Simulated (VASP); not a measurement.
**Hf: free energy against electron temperature**

How do entropy and free energy of the electrons in Hf grow with the Fermi-Dirac width, and how far does the Sommerfeld expansion hold?

Method: PBEsol; plane waves and PAW (Hf_sv_GW), in the first sound run; inputs show where later runs differ, in VASP 6.6.1.

## Step 1: Starting point

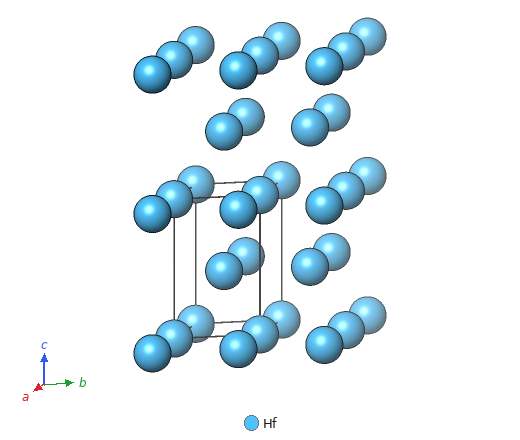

Start, viewed slightly off an axis; hafnium blue. 2×2×2 cells are drawn. Some periodic images of atoms are drawn too.

## Step 2: Relax the crystal, PBEsol

The cell is relaxed and then held.

This step took 2 runs in a row; the last is shown.

Level: PBEsol; plane waves and PAW (Hf_sv_GW).

INCAR reads:

```
SYSTEM = Hf
PREC = Accurate
ENCUT = 450
EDIFF = 1E-07
NELM = 120
ISMEAR = 1
SIGMA = 0.15
LREAL = .FALSE.
ALGO = Normal
GGA = PS
NBANDS = 18
LASPH = .TRUE.
LORBIT = 11
LWAVE = .FALSE.
LCHARG = .FALSE.
KPAR = 8
IBRION = 2
NSW = 40
ISIF = 3
EDIFFG = -0.005
POTIM = 0.4
```

POSCAR reads:

```
Hf
1.0
    3.1500768475      0.0000000000      0.0000000000
   -1.5750384237      2.7280465738      0.0000000000
    0.0000000000      0.0000000000      4.9808289014
Hf
2
Direct
    0.0000000000      0.0000000000      0.0000000000
    0.3333333333      0.6666666667      0.5000000000
```

KPOINTS reads:

```
Automatic mesh
0
Gamma
16 16 9
0 0 0
```

Potentials, in the order of the species: Hf_sv_GW (PBE family, release 64).

Run with:

```sh
> mpirun -np 8 vasp_std
```

Output:

```text
[banner, memory and clock lines left out]
running    8 mpi-ranks, on    1 nodes
[...]
|                                                                             |
|           W    W    AA    RRRRR   N    N  II  N    N   GGGG   !!!           |
|           W    W   A  A   R    R  NN   N  II  NN   N  G    G  !!!           |
|           W    W  A    A  R    R  N N  N  II  N N  N  G       !!!           |
|           W WW W  AAAAAA  RRRRR   N  N N  II  N  N N  G  GGG   !            |
|           WW  WW  A    A  R   R   N   NN  II  N   NN  G    G                |
|           W    W  A    A  R    R  N    N  II  N    N   GGGG   !!!           |
|                                                                             |
|     For optimal performance we recommend to set                             |
|       NCORE = 2 up to number-of-cores-per-socket                            |
|     NCORE specifies how many cores store one orbital (NPAR=cpu/NCORE).      |
|     This setting can greatly improve the performance of VASP for DFT.       |
[...]
DAV:   7    -0.267129154846E+02   -0.10378E-06   -0.10381E-07  4022   0.263E-03    0.420E-03
DAV:   8    -0.267129154167E+02    0.67953E-07   -0.11878E-08  3036   0.636E-04
   2 F= -.26712915E+02 E0= -.26713540E+02  d E =-.382122E-05
 trial-energy change:   -0.000004  1 .order   -0.000004   -0.000067    0.000058
 step:   0.5284(harm=  0.5347)  dis= 0.00000  next Energy=   -26.712929 (dE=-0.176E-04)
[...]
N       E                     dE             d eps       ncg     rms          rms(c)
DAV:   1    -0.267130933710E+02   -0.17789E-03   -0.60301E-03  5464   0.712E-01    0.943E-01
DAV:   2    -0.267129580936E+02    0.13528E-03   -0.31254E-04  5486   0.153E-01    0.686E-01
DAV:   3    -0.267129397770E+02    0.18317E-04   -0.26986E-05  5604   0.403E-02    0.475E-01
DAV:   4    -0.267129288217E+02    0.10955E-04   -0.47445E-05  5766   0.552E-02    0.169E-02
DAV:   5    -0.267129292167E+02   -0.39502E-06   -0.36431E-06  5816   0.139E-02    0.110E-01
DAV:   6    -0.267129288951E+02    0.32165E-06   -0.63533E-07  5514   0.484E-03    0.214E-03
DAV:   7    -0.267129288400E+02    0.55101E-07   -0.23634E-08  2878   0.127E-03
   3 F= -.26712929E+02 E0= -.26713549E+02  d E =-.172445E-04
[...]
reached required accuracy - stopping structural energy minimisation
```

Wall time 17 s (8 MPI ranks of Intel Xeon 6975P-C (Granite Rapids), shared host); peak memory 1.9 GiB; 2.1 min of CPU time.

Lines that name or quote the potential files are left out of all logs, and their timing lines are given in words.

From OUTCAR (step 2):

```text
  Total       -0.0002814     -0.0002814     -0.0009498     -0.0000000      0.0000000      0.0000000
  in kB       -0.0105458     -0.0105458     -0.0355882     -0.0000000      0.0000000      0.0000000
  external PRESSURE =      -0.0188932 kB  Pullay stress =       0.0000000 kB

 POSITION                                       TOTAL-FORCE (eV/Angst)
 -----------------------------------------------------------------------------------
     -0.00000      0.00000      0.00000         0.000000     -0.000000      0.000000
     -0.00000      1.81809      2.48950        -0.000000      0.000000      0.000000
 -----------------------------------------------------------------------------------
    total drift:                                0.000000     -0.000000     -0.000000

  FREE ENERGIE OF THE ION-ELECTRON SYSTEM (eV)
  ---------------------------------------------------
  free  energy   TOTEN  =       -26.7129288400 eV

  energy  without entropy=      -26.7147896681  energy(sigma->0) =      -26.71354912

 reached required accuracy - stopping structural energy minimisation

[... 3 further parts left out ...]
[key lines of the parts left out:]
E-fermi :   9.1346
```

Numbers from this step:

```
energy(sigma→0) of the program : -26.7135 eV
stress, compression positive   : xx, yy, zz 0.00, 0.00, 0.00 GPa
volume                         : 42.759 Å³
ionic steps                    : 3
```

## Step 3: Tetrahedra, PBEsol

Tetrahedra give the density of states at the Fermi level without smearing.

Level: PBEsol; plane waves and PAW (Hf_sv_GW).

INCAR reads:

```
SYSTEM = Hf
PREC = Accurate
ENCUT = 450
EDIFF = 1E-08
NELM = 100
ISMEAR = -5
SIGMA = 0.15
LREAL = .FALSE.
ALGO = Normal
GGA = PS
NBANDS = 28
LASPH = .TRUE.
LORBIT = 11
LWAVE = .FALSE.
LCHARG = .FALSE.
KPAR = 2
ISIF = 2
NEDOS = 3001
```

POSCAR reads:

```
Hf
1.0
    3.1490177097      0.0000000000      0.0000000000
   -1.5745088548      2.7271293335      0.0000000000
    0.0000000000      0.0000000000      4.9790011701
Hf
2
Direct
    0.0000000000      0.0000000000      0.0000000000
    0.3333333333      0.6666666667      0.5000000000
```

KPOINTS reads:

```
Automatic mesh
0
Gamma
28 28 16
0 0 0
```

Run with:

```sh
> mpirun -np 2 vasp_std
```

Output:

```text
[banner, memory and clock lines left out]
running    2 mpi-ranks, on    1 nodes
[...]
[... a notice as in an earlier step ...]

 LDA part: xc-table for (Slater+PW92), standard interpolation
 POSCAR, INCAR and KPOINTS ok, starting setup
[...]
entering main loop
       N       E                     dE             d eps       ncg     rms          rms(c)
DAV:   1     0.148849508448E+03    0.14885E+03   -0.12252E+04 40576   0.742E+02
DAV:   2    -0.210195986091E+02   -0.16987E+03   -0.16460E+03 50948   0.227E+02
DAV:   3    -0.279818693604E+02   -0.69623E+01   -0.69242E+01 47684   0.419E+01
DAV:   4    -0.280396422256E+02   -0.57773E-01   -0.57768E-01 45356   0.373E+00
[...]
DAV:  14    -0.267125422132E+02    0.34524E-07   -0.19447E-09 25232   0.195E-04    0.202E-02
DAV:  15    -0.267125421709E+02    0.42317E-07   -0.12267E-09 22824   0.238E-04    0.171E-04
DAV:  16    -0.267125421709E+02   -0.20009E-10   -0.73444E-11 22180   0.517E-05
   1 F= -.26712542E+02 E0= -.26712542E+02  d E =0.000000E+00
|                                                                             |
|           W    W    AA    RRRRR   N    N  II  N    N   GGGG   !!!           |
|           W    W   A  A   R    R  NN   N  II  NN   N  G    G  !!!           |
|           W    W  A    A  R    R  N N  N  II  N N  N  G       !!!           |
|           W WW W  AAAAAA  RRRRR   N  N N  II  N  N N  G  GGG   !            |
|           WW  WW  A    A  R   R   N   NN  II  N   NN  G    G                |
|           W    W  A    A  R    R  N    N  II  N    N   GGGG   !!!           |
|                                                                             |
|     Tetrahedron method does not include variations of the Fermi             |
|     occupations, so forces and stress will be inaccurate. We suggest        |
|     using a different smearing scheme ISMEAR = 1 or 2 for metals in         |
|     relaxations.                                                            |
|                                                                             |
```

It took 2.2 min on 2 MPI ranks; peak memory 1.3 GiB; 4.3 min of CPU time.

OUTCAR, selected parts (step 3):

```text
  Total        0.0058237      0.0058237      0.0395599      0.0000000      0.0000000     -0.0000000
  in kB        0.2182149      0.2182149      1.4823219      0.0000000      0.0000000     -0.0000000
  external PRESSURE =       0.6395839 kB  Pullay stress =       0.0000000 kB

 POSITION                                       TOTAL-FORCE (eV/Angst)
 -----------------------------------------------------------------------------------
      0.00000      0.00000      0.00000         0.000000     -0.000000      0.000000
     -0.00000      1.81809      2.48950        -0.000000      0.000000      0.000000
 -----------------------------------------------------------------------------------
    total drift:                                0.000000     -0.000000     -0.000000

  FREE ENERGIE OF THE ION-ELECTRON SYSTEM (eV)
  ---------------------------------------------------
  free  energy   TOTEN  =       -26.7125421709 eV

  energy  without entropy=      -26.7125421709  energy(sigma->0) =      -26.71254217

[... 3 further parts left out ...]
[key lines of the parts left out:]
E-fermi :   9.1350
```

Numbers from this step:

| Quantity | Value |
| --- | --- |
| energy(sigma→0) of the program | -26.7125 eV |

The run ends at a pressure of 0.06 GPa.

## Step 4: Electron temperature, PBEsol

One member in full: SIGMA = 0.2 eV.

Level: PBEsol; plane waves and PAW (Hf_sv_GW).

Edit INCAR of step 3 so:

```diff
@@ -5,4 +5,4 @@
 NELM = 100
-ISMEAR = -5
-SIGMA = 0.15
+ISMEAR = -1
+SIGMA = 0.2
 LREAL = .FALSE.
@@ -17,2 +17 @@
 ISIF = 2
-NEDOS = 3001
```

POSCAR is that of step 3.

KPOINTS is that of step 3.

Run with:

```sh
> mpirun -np 2 vasp_std
```

Output:

```text
[... set-up lines as in an earlier step ...]
 entering main loop
       N       E                     dE             d eps       ncg     rms          rms(c)
DAV:   1     0.148740818654E+03    0.14874E+03   -0.12252E+04 40576   0.742E+02
DAV:   2    -0.211175716625E+02   -0.16986E+03   -0.16440E+03 50948   0.227E+02
DAV:   3    -0.280798071717E+02   -0.69622E+01   -0.69225E+01 47684   0.419E+01
DAV:   4    -0.281375878701E+02   -0.57781E-01   -0.57777E-01 45356   0.373E+00
[...]
DAV:  14    -0.268278759521E+02    0.36530E-07   -0.20731E-09 25280   0.204E-04    0.205E-02
DAV:  15    -0.268278759089E+02    0.43156E-07   -0.11583E-09 22776   0.231E-04    0.709E-04
DAV:  16    -0.268278759060E+02    0.29249E-08   -0.70379E-11 22152   0.514E-05
   1 F= -.26827876E+02 E0= -.26699759E+02  d E =-.256234E+00
```

Run time: 2 min. Hardware: 2 MPI ranks; peak memory 1.2 GiB.

Parts of OUTCAR (step 4):

```text
  LATTYP: Found a hexagonal cell.
 ALAT       =     3.1490177097
 C/A-ratio  =     1.5811283483

 Subroutine GETGRP returns: Found 24 space group operations
 (whereof 12 operations were pure point group operations)

The static configuration has the point symmetry D_3h.
 The point group associated with its full space group is D_6h.

 Found    720 irreducible k-points:

   dimension x,y,z NGX =    24 NGY =   24 NGZ =   36
   dimension x,y,z NGXF=    48 NGYF=   48 NGZF=   72

   ENCUT  =  450.0 eV  33.07 Ry    5.75 a.u.   5.45  5.45  8.61*2*pi/ulx,y,z

   NELECT =      24.0000    total number of electrons

 E-fermi :   9.0543

 k-point     1 :       0.0000    0.0000    0.0000
  band No.  band energies     occupation
    ...
      6     -20.8855      2.00000
      7     -20.8855      2.00000
      8     -20.8663      2.00000
      9       1.5814      2.00000
     10       5.2545      2.00000
     11       9.9649      0.02085
     12      10.2836      0.00427
     13      10.2836      0.00427
     14      10.6005      0.00088
     15      11.1570      0.00005
    ...

 k-point     2 :       0.0357    0.0000    0.0000
  band No.  band energies     occupation
    ...
      6     -20.8937      2.00000
      7     -20.8858      2.00000
      8     -20.8676      2.00000
      9       1.6226      2.00000
     10       5.2955      2.00000
     11       9.9043      0.02812
     12      10.1334      0.00903
     13      10.3225      0.00352
     14      10.7261      0.00047
     15      11.1112      0.00007
    ...

  Total        0.0404920      0.0404920      0.2960421      0.0000000      0.0000000     -0.0000000
  in kB        1.5172479      1.5172479     11.0927957      0.0000000      0.0000000     -0.0000000
  external PRESSURE =       4.7090972 kB  Pullay stress =       0.0000000 kB

  FREE ENERGIE OF THE ION-ELECTRON SYSTEM (eV)
  ---------------------------------------------------
  free  energy   TOTEN  =       -26.8278759060 eV

  energy  without entropy=      -26.5716419510  energy(sigma->0) =      -26.69975893

 total charge
# of ion       s       p       d       f       tot
--------------------------------------------------
    1        4.726   5.958   1.407   0.013  12.104
    2        4.726   5.958   1.407   0.013  12.104
--------------------------------------------------
tot          9.452  11.916   2.814   0.027  24.208

[... 3 parts as in an earlier step ...]

[... 7 further parts left out ...]
```

Numbers from this step:

```
energy(sigma→0) of the program : -26.6998 eV
stress, compression positive   : xx, yy, zz 0.15, 0.15, 1.11 GPa
```

The run ends at a pressure of 0.47 GPa.

## Step 5: The table

The other members went through these steps as far as the tables show, on the same mesh; 7 runs are not shown. The session took 0.63 core hours (wall time by ranks) on a shared machine.

```csv
width kT (eV),temperature (K),free energy less that of the narrowest width (meV/atom),TS (meV/atom),pressure (GPa),shift of the Fermi level (eV)
0.025,290,0.000,1.504,0.058,0.000
0.050,580,-2.278,6.192,0.073,-0.007
0.075,870,-6.265,14.712,0.089,-0.017
0.100,1160,?,?,0.119,-0.030
0.150,1741,-29.982,66.738,0.245,-0.057
0.200,2321,-57.033,128.117,0.471,-0.079
0.300,3481,-142.161,319.319,1.197,-0.108
```

## Step 6: The Sommerfeld expansion

At low temperature TS = (π²/3) g (kT)², so TS, twice the difference of energy(sigma→0) and the free energy, over (π²/3)(kT)² is an effective density of states: 0.731, 0.753, 0.795, 0.902, 0.974, 1.078 states/eV/atom in the rows shown.

Fitting a parabola to the 6 known rows (σ: width in eV) gives g = − 0.9403 σ² + 1.607 σ + 0.6831 in states/eV/atom; the residuals are 0.0058 states/eV/atom r.m.s.

At σ = 0.1 this predicts 0.834 states/eV/atom.

## Step 7: The withheld row

The calculation gives 0.831 states/eV/atom, so the prediction is 0.003 states/eV/atom too high.

The parabola in σ is an empirical guide, not the expansion itself. Tetrahedra give g = 0.674 states/eV/atom at the Fermi level, the limit that the series should reach at zero width.

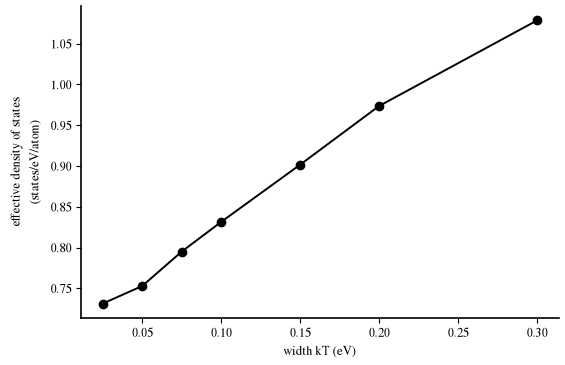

TS over (π²/3)(kT)² against the width.

## Step 8: Outcome

| Property | Result |
| --- | --- |
| density of states at the Fermi level, tetrahedra | 0.67 states/eV/atom |
| Sommerfeld coefficient from it | 1.59 mJ per mole of atoms and K² |
| pressure at the widest setting | 1.20 GPa |
| error of the predicted g | 0.003 states/eV/atom |

In words: Against the tetrahedron value, the effective density of states stands at +9 % at 0.025 eV, +12 % at 0.05 eV, +23 % at 0.1 eV, +60 % at 0.3 eV. At the widest setting the states within reach are denser than those at the Fermi level. Spin-orbit coupling is left out. The bare coefficient lacks the electron-phonon enhancement of measured heat capacities.

[Lines on the potential files, build, host, timing and source positions are cut from VASP's logs without a mark.]

[Logs are printed without paths, hosts, clocks, repeated set-up lines and the standing remarks that a program may print on its own settings, such as how far it seeks lower states.]

[Hosts, paths, dates, database ids (printed as entryN), source tags and the programs' standing remarks are cut or masked in the printed files.]
